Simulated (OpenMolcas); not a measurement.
**Energy and gradient calculation, with input and output: SiH$_{2}$F (part 3 of 3)**

The same run, continued: SiH$_{2}$F, multiplicity 2, SMILES F[SiH2]; M06-2X/def2-SVPD, UKS (OpenMolcas 26.06). The geometry comes from this level: GFN2-xTB.

Geometry of the input (Å):
```
F  1.2056  0.6475  -0.4255
Si -0.1221  -0.2649  -0.2469
H  -1.2199  0.6785  -0.2616
H  0.1365  -1.0611  0.9340
```

## What the program printed, continued
```
      Basis set list:
        1 F1     1s                 14 F1     3d2-               27 SI2    1s                 40 SI2    3d1-               53 H3     2py
        2 F1     1s                 15 F1     3d2-               28 SI2    1s                 41 SI2    3d1-               54 H3     2pz
        3 F1     1s                 16 F1     3d1-               29 SI2    2px                42 SI2    3d0                55 H3     2pz
        4 F1     1s                 17 F1     3d1-               30 SI2    2px                43 SI2    3d0                56 H4     1s
        5 F1     2px                18 F1     3d0                31 SI2    2px                44 SI2    3d1+               57 H4     1s
        6 F1     2px                19 F1     3d0                32 SI2    2py                45 SI2    3d1+               58 H4     2px
        7 F1     2px                20 F1     3d1+               33 SI2    2py                46 SI2    3d2+               59 H4     2px
        8 F1     2py                21 F1     3d1+               34 SI2    2py                47 SI2    3d2+               60 H4     2py
        9 F1     2py                22 F1     3d2+               35 SI2    2pz                48 H3     1s                 61 H4     2py
       10 F1     2py                23 F1     3d2+               36 SI2    2pz                49 H3     1s                 62 H4     2pz
       11 F1     2pz                24 SI2    1s                 37 SI2    2pz                50 H3     2px                63 H4     2pz
       12 F1     2pz                25 SI2    1s                 38 SI2    3d2-               51 H3     2px
       13 F1     2pz                26 SI2    1s                 39 SI2    3d2-               52 H3     2py

  Index Energy  Occupation Coefficients ...

    1  -67.0645    2.0000         24 SI2    1s     ( 0.995),

    2  -25.2362    2.0000          1 F1     1s     ( 0.996),

    3   -5.3390    2.0000         25 SI2    1s     (-0.935),

    4   -3.9094    2.0000         29 SI2    2px    ( 0.532),    32 SI2    2py    (-0.682),    35 SI2    2pz    ( 0.469),

    5   -3.9219    2.0000         29 SI2    2px    ( 0.824),    32 SI2    2py    ( 0.449),

    6   -2.2347    2.0000          2 F1     1s     ( 0.499),     3 F1     1s     ( 0.358),    25 SI2    1s     ( 0.291),    32 SI2    2py    ( 0.263),
                                  35 SI2    2pz    ( 0.417),

    7   -3.2148    2.0000          2 F1     1s     (-0.349),    32 SI2    2py    ( 0.444),    35 SI2    2pz    ( 0.617),

    8   -0.5175    2.0000          5 F1     2px    ( 0.353),     6 F1     2px    (-0.239),     8 F1     2py    (-0.452),     9 F1     2py    ( 0.306),
                                  11 F1     2pz    ( 0.311),

    9   -0.5865    2.0000          5 F1     2px    (-0.506),     6 F1     2px    ( 0.306),     8 F1     2py    (-0.322),

   10   -0.5598    1.9999          8 F1     2py    (-0.267),    11 F1     2pz    (-0.495),    12 F1     2pz    ( 0.333),

   11   -0.4475    1.9999         30 SI2    2px    ( 0.168),    33 SI2    2py    (-0.215),    34 SI2    2py    (-0.175),    48 H3     1s     (-0.330),
                                  56 H4     1s     ( 0.330),

   12   -0.5709    1.9993         25 SI2    1s     ( 0.341),    26 SI2    1s     ( 0.520),

   13   -0.1658    1.0000         26 SI2    1s     (-0.347),    27 SI2    1s     (-0.308),    33 SI2    2py    ( 0.238),    34 SI2    2py    ( 0.293),
                                  36 SI2    2pz    ( 0.339),    37 SI2    2pz    ( 0.411),

   14    0.3376    0.0007         26 SI2    1s     ( 0.655),    28 SI2    1s     (-0.475),    33 SI2    2py    (-0.384),    36 SI2    2pz    (-0.515),
                                  37 SI2    2pz    ( 0.375),    40 SI2    3d1-   ( 0.502),

   15    0.4554    0.0001         31 SI2    2px    ( 0.789),    34 SI2    2py    (-1.011),    37 SI2    2pz    ( 0.695),    42 SI2    3d0    ( 0.507),
                                  47 SI2    3d2+   (-0.614),    49 H3     1s     ( 0.883),    57 H4     1s     (-0.883),

   16    0.3961    0.0001         11 F1     2pz    (-0.345),    13 F1     2pz    (-0.564),    31 SI2    2px    ( 0.683),    36 SI2    2pz    ( 0.421),
                                  37 SI2    2pz    (-0.414),    49 H3     1s     ( 0.454),    57 H4     1s     ( 0.454),

   17    0.3191    0.0000         27 SI2    1s     ( 2.586),

   18    0.3086    0.0000         31 SI2    2px    (-0.400),    34 SI2    2py    ( 0.513),    37 SI2    2pz    (-0.352),    46 SI2    3d2+   (-0.344),
                                  47 SI2    3d2+   ( 0.682),    49 H3     1s     (-0.442),    57 H4     1s     ( 0.442),

   19    0.6179    0.0000         26 SI2    1s     (-0.970),    27 SI2    1s     ( 1.083),    28 SI2    1s     (-0.891),    34 SI2    2py    (-1.004),
                                  36 SI2    2pz    ( 0.607),    37 SI2    2pz    (-1.196),

   20    1.3000    0.0000          4 F1     1s     (-2.062),    26 SI2    1s     ( 1.318),    27 SI2    1s     (-1.052),    28 SI2    1s     ( 1.312),

   21    0.6715    0.0000          4 F1     1s     ( 2.761),    27 SI2    1s     (-5.334),

   22    0.5798    0.0000         27 SI2    1s     (-4.843),

   23    0.7718    0.0000         31 SI2    2px    ( 2.823),    34 SI2    2py    (-3.620),    37 SI2    2pz    ( 2.488),    49 H3     1s     ( 2.936),
                                  57 H4     1s     (-2.935),

   24    1.4908    0.0000          3 F1     1s     ( 2.788),     4 F1     1s     (-4.758),

   25    0.1348    0.0000          4 F1     1s     (-1.374),    28 SI2    1s     ( 1.537),    31 SI2    2px    ( 0.818),    34 SI2    2py    ( 0.863),
                                  39 SI2    3d2-   ( 0.852),

   26    0.2081    0.0000         27 SI2    1s     (-7.407),    28 SI2    1s     ( 4.903),

   27    0.3123    0.0000          4 F1     1s     ( 1.784),     7 F1     2px    (-1.071),    10 F1     2py    (-0.940),    27 SI2    1s     (-0.976),

   28    0.2036    0.0000         31 SI2    2px    ( 1.069),    34 SI2    2py    (-1.371),    37 SI2    2pz    ( 0.942),    43 SI2    3d0    ( 0.934),
                                  49 H3     1s     ( 1.599),    57 H4     1s     (-1.599),

   29    0.7825    0.0000          4 F1     1s     ( 2.992),     7 F1     2px    (-1.499),    26 SI2    1s     ( 1.527),    27 SI2    1s     ( 1.685),
                                  31 SI2    2px    (-1.863),    49 H3     1s     (-2.262),    57 H4     1s     (-2.262),

   30    1.0292    0.0000         27 SI2    1s     (-14.62),

   31    0.2582    0.0000          7 F1     2px    ( 0.807),    10 F1     2py    (-1.035),    13 F1     2pz    ( 0.711),    31 SI2    2px    (-0.870),
                                  34 SI2    2py    ( 1.116),    37 SI2    2pz    (-0.767),    53 H3     2py    (-0.563),

   32    0.6944    0.0000          7 F1     2px    (-0.405),    10 F1     2py    ( 0.520),    13 F1     2pz    (-0.357),    42 SI2    3d0    ( 0.343),
                                  44 SI2    3d1+   ( 0.385),    45 SI2    3d1+   ( 0.314),    46 SI2    3d2+   ( 0.561),    47 SI2    3d2+   ( 0.611),
                                  48 H3     1s     ( 0.453),    49 H3     1s     (-0.606),    51 H3     2px    (-0.376),    56 H4     1s     (-0.453),
                                  57 H4     1s     ( 0.606),    63 H4     2pz    (-0.389),

   33    0.2767    0.0000          4 F1     1s     ( 1.514),    13 F1     2pz    ( 1.539),    27 SI2    1s     ( 2.065),    28 SI2    1s     (-1.670),
                                  31 SI2    2px    (-1.743),    34 SI2    2py    (-1.599),    45 SI2    3d1+   (-1.428),

   34    0.3365    0.0000          4 F1     1s     ( 1.804),    31 SI2    2px    (-1.807),    39 SI2    3d2-   (-1.173),    41 SI2    3d1-   (-1.206),
                                  49 H3     1s     (-2.147),    57 H4     1s     (-2.148),

   35    0.5761    0.0000          4 F1     1s     ( 4.953),    31 SI2    2px    (-2.693),

   36    0.5545    0.0000         27 SI2    1s     (-9.905),

   37    0.4402    0.0000         31 SI2    2px    ( 1.845),    34 SI2    2py    (-2.365),    37 SI2    2pz    ( 1.617),    49 H3     1s     ( 2.718),
                                  57 H4     1s     (-2.718),

   38    0.4734    0.0000         31 SI2    2px    ( 2.721),    34 SI2    2py    (-3.484),    49 H3     1s     ( 5.172),    57 H4     1s     (-5.171),

   39    0.8158    0.0000         27 SI2    1s     (-9.516),

   40    0.5212    0.0000         31 SI2    2px    (-1.246),    34 SI2    2py    ( 1.598),    37 SI2    2pz    (-1.103),    49 H3     1s     (-1.917),
                                  55 H3     2pz    ( 1.282),    57 H4     1s     ( 1.927),    63 H4     2pz    (-1.471),

   41    0.4498    0.0000         31 SI2    2px    ( 1.330),    34 SI2    2py    (-1.698),    37 SI2    2pz    ( 1.169),    47 SI2    3d2+   ( 2.337),
                                  51 H3     2px    ( 1.537),    59 H4     2px    (-1.520),

   42    0.6037    0.0000          4 F1     1s     (-4.523),    27 SI2    1s     ( 7.717),

   43    0.9486    0.0000         27 SI2    1s     ( 11.91),

   44    1.4867    0.0000          4 F1     1s     (-2.702),    27 SI2    1s     ( 1.743),    31 SI2    2px    ( 1.892),    37 SI2    2pz    (-1.511),

   45    0.8302    0.0000          4 F1     1s     (-2.141),    26 SI2    1s     ( 1.341),    27 SI2    1s     ( 1.574),    31 SI2    2px    ( 1.297),

   46    2.1423    0.0000         31 SI2    2px    ( 1.519),    34 SI2    2py    (-2.029),    37 SI2    2pz    ( 1.402),    49 H3     1s     ( 2.699),
                                  57 H4     1s     (-2.709),

   47    1.5945    0.0000         27 SI2    1s     (-2.135),    31 SI2    2px    ( 1.764),    37 SI2    2pz    (-1.789),    49 H3     1s     ( 1.510),
                                  57 H4     1s     ( 1.535),

   48    0.7332    0.0000         49 H3     1s     (-2.128),    57 H4     1s     ( 2.117),

   49    1.2462    0.0000          4 F1     1s     (-5.359),    27 SI2    1s     ( 6.804),

   50    0.7446    0.0000          4 F1     1s     ( 1.599),    27 SI2    1s     ( 2.586),    37 SI2    2pz    ( 1.817),    49 H3     1s     (-1.766),
                                  57 H4     1s     (-1.778),

   51    2.4728    0.0000          2 F1     1s     (-0.853),     3 F1     1s     ( 0.904),     4 F1     1s     (-0.736),     6 F1     2px    ( 0.490),
                                  16 F1     3d1-   ( 0.619),    27 SI2    1s     (-0.963),    31 SI2    2px    ( 0.796),    37 SI2    2pz    (-0.624),
                                  49 H3     1s     ( 0.487),    57 H4     1s     ( 0.505),

   52    3.2647    0.0000         14 F1     3d2-   ( 0.863),    18 F1     3d0    (-0.451),    27 SI2    1s     (-0.837),

   53    1.7947    0.0000          3 F1     1s     (-0.472),    31 SI2    2px    ( 0.905),    37 SI2    2pz    (-0.686),    45 SI2    3d1+   ( 0.697),
                                  53 H3     2py    (-0.463),    54 H3     2pz    (-0.683),    55 H3     2pz    ( 0.886),    58 H4     2px    ( 0.686),
                                  59 H4     2px    (-0.875),

   54    3.3601    0.0000         20 F1     3d1+   (-0.872),    27 SI2    1s     ( 1.266),

   55    1.3313    0.0000         31 SI2    2px    (-1.504),    34 SI2    2py    ( 1.918),    49 H3     1s     (-2.825),    57 H4     1s     ( 2.824),

   56    1.5187    0.0000         31 SI2    2px    ( 2.605),    34 SI2    2py    (-3.334),    37 SI2    2pz    ( 2.281),    49 H3     1s     ( 4.262),
                                  57 H4     1s     (-4.250),

   57    1.7357    0.0000         31 SI2    2px    ( 1.137),    34 SI2    2py    (-1.454),    49 H3     1s     ( 2.144),    57 H4     1s     (-2.133),

   58    3.3036    0.0000         22 F1     3d2+   ( 0.884),    49 H3     1s     ( 0.859),    57 H4     1s     (-0.822),

--

++    Molecular properties:
      ---------------------

      Charge (e):
                      =   -0.0000
      Dipole Moment (debye):
      Origin of the operator (angstrom)=    0.3755    0.0920   -0.2922
                   X= -1.3422E+00               Y= -8.4238E-01               Z=  2.9708E-01           Total=  1.6123E+00
      Quadrupole Moment (debye*angstrom):
      Origin of the operator (angstrom)=    0.3755    0.0920   -0.2922
                  XX= -1.9705E+01              XY= -5.9856E-01              XZ= -3.2742E-02              YY= -1.9543E+01
                  YZ= -1.6046E-01              ZZ= -1.9162E+01
      In traceless form (debye*angstrom)
                  XX= -3.5222E-01              XY= -8.9785E-01              XZ= -4.9114E-02              YY= -1.0939E-01
                  YZ= -2.4068E-01              ZZ=  4.6161E-01
--

--- Stop Module: scf /rc=_RC_ALL_IS_WELL_ ---
--- Module scf spent 18 seconds ---

--- Start Module: alaska ---

                                              &ALASKA

                       available to each process: 1.9 GB of memory, 1 thread

                     Threshold for contributions to the gradient: 1.000E-07

                    ********************************************
                    * Symmetry Adapted Cartesian Displacements *
                    ********************************************

           Irreducible representation : a
           Basis function(s) of irrep: x, y, xy, Rz, z, xz, Ry, yz, Rx, I

 Basis Label        Type   Center Phase
   1   F1           x         1     1
   2   F1           y         1     1
   3   F1           z         1     1
   4   SI2          x         2     1
   5   SI2          y         2     1
   6   SI2          z         2     1
   7   H3           x         3     1
   8   H3           y         3     1
   9   H3           z         3     1
  10   H4           x         4     1
  11   H4           y         4     1
  12   H4           z         4     1

                     No automatic utilization of translational and rotational invariance of the energy is employed.

 DFT contribution computed for a moving grid.

 Conventional ERI gradients!

 **************************************************
 *              Molecular gradients               *
 **************************************************

  Irreducible representation: a
 ------------------------------------------------------------------------------------------
                              X                       Y                       Z
 ------------------------------------------------------------------------------------------
  F1                2.75262830845175E-02    1.90368657759583E-02   -3.52883362670164E-03
  SI2              -1.42084789248482E-02   -2.08832924039060E-02   -1.42543672378960E-02
  H3               -2.40262968830365E-02    2.31965819107796E-02   -6.41544307856046E-03
  H4                1.07084927233652E-02   -2.13501552828257E-02    2.41986439431687E-02
 ------------------------------------------------------------------------------------------

--- Stop Module: alaska /rc=_RC_ALL_IS_WELL_ ---
--- Module alaska spent 2 seconds ---

.##################.
.# Happy landing! #.
.##################.

    Timing: Wall=22.01 User=20.64 System=1.36
```

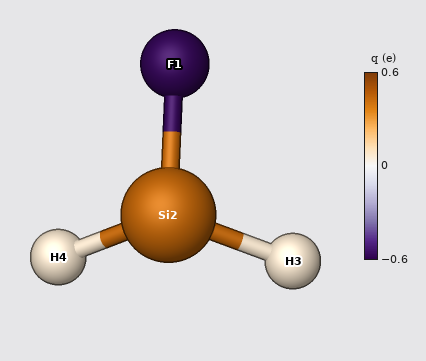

**Figure 1.** Mulliken charges, as the colour of each atom (ball-and-stick view, seen at a tilt; atoms are numbered from 1 in the order of the input). By element: F −0.57, Si +0.43 and H +0.07 e.

## Results in brief

| quantity | value |
| --- | --- |
| outcome | converged |
| total energy | −390.308373 hartree |
| basis functions | 63 |
| largest force | 1.749 eV/Å |
| ⟨S²⟩ | 0.752 |
| dipole moment | 1.61 debye |
| hardware | 1 thread of Arm Neoverse V2, 24 GiB of memory available, shared host |
| wall time | 22 s |
| peak memory | 0.4 GiB |
